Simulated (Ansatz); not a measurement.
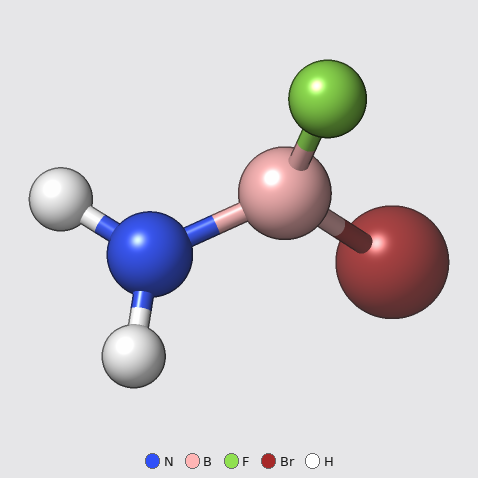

Geometry: moved along internal coordinates away from the minimum. Level of theory: RHF-CCSD(T), frozen core/def2-TZVPP (Ansatz 0.2.0).

Question: What is the T1 diagnostic?

Answer: 0.011.
